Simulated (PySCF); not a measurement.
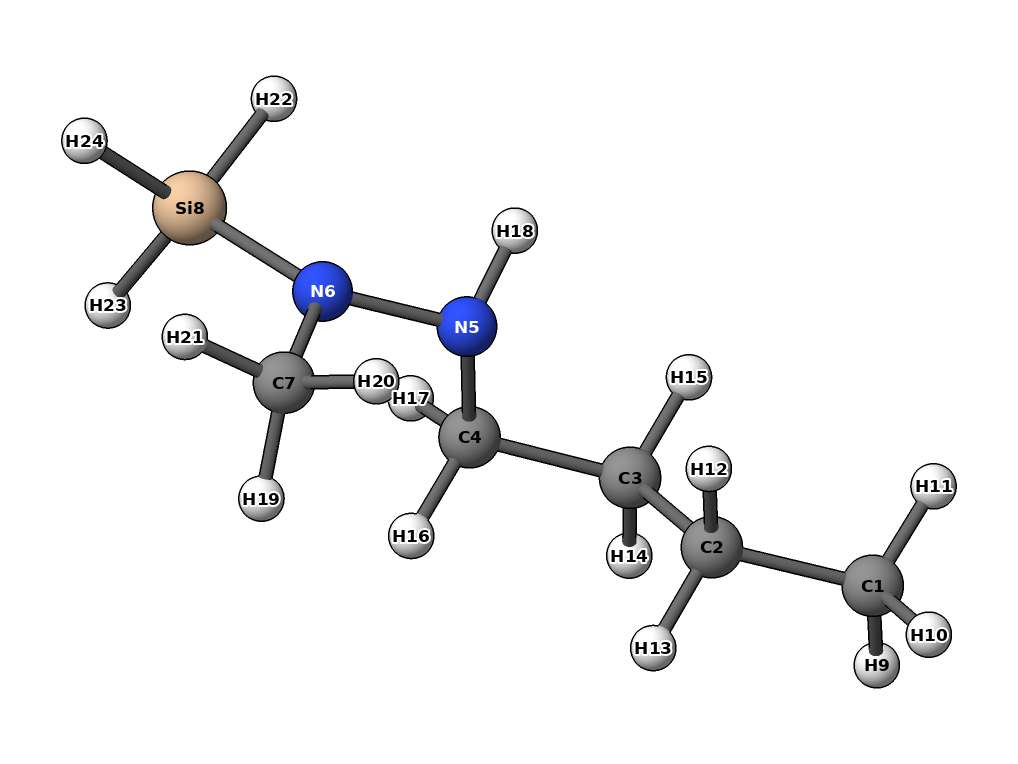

The questions are on isotropic NMR shieldings of the N atoms. The computed structure is the end point of a GFN2-xTB optimisation. No frequency run is at hand to confirm it as a minimum. Properties computed with GIAO PBE0/pcSseg-1 NMR shielding, non-relativistic, gas phase (PySCF 2.14.0).

List the isotropic NMR shieldings of the N atoms.

| atom | σ (ppm) |
| --- | --- |
| N5 | 150.3 |
| N6 | 204.0 |

The geometry is semi-empirical. Around Si such bond lengths and angles can be off by a tenth of an ångström or more and by several degrees, and values that hang on the shape move with them.
